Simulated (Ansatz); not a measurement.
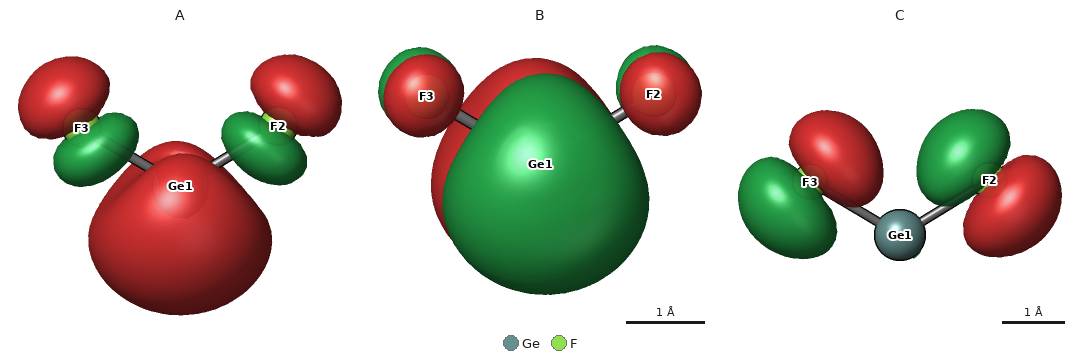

Figure 1: F$_{2}$Ge (charge +1, doublet). Three frontier orbitals at ±0.1 Å⁻³ᐟ² (green and red are the two phases), in no order.

Geometry: PBE-D4/def2-TZVP.

The calculation used UKS PBE0-D4/def2-TZVP (Ansatz).

### Which picture is the HOMO−1, the HOMO and the LUMO? All are α orbitals.

C is the HOMO−1 (α) (−19.58 eV). Its weight (Hirshfeld) is mainly on F2 (about 45 %) and F3 (about 45 %); it is symmetric in the molecular plane (an in-plane orbital: σ, lone-pair or in-plane π type); largely a combination of lone pairs on F2 and F3. A is the HOMO (α) (−17.35 eV). It lies mainly on Ge1 (about 65 %), F2 (about 20 %) and F3 (about 20 %); it is symmetric in the molecular plane (an in-plane orbital: σ, lone-pair or in-plane π type). B is the LUMO (α) (−10.25 eV). It lies mainly on Ge1 (about 85 %), F2 (about 5 %) and F3 (about 5 %); it changes sign across the molecular plane (π type).

### What is the gap between the highest occupied and lowest empty α orbitals?

7.10 eV between the orbital energies.
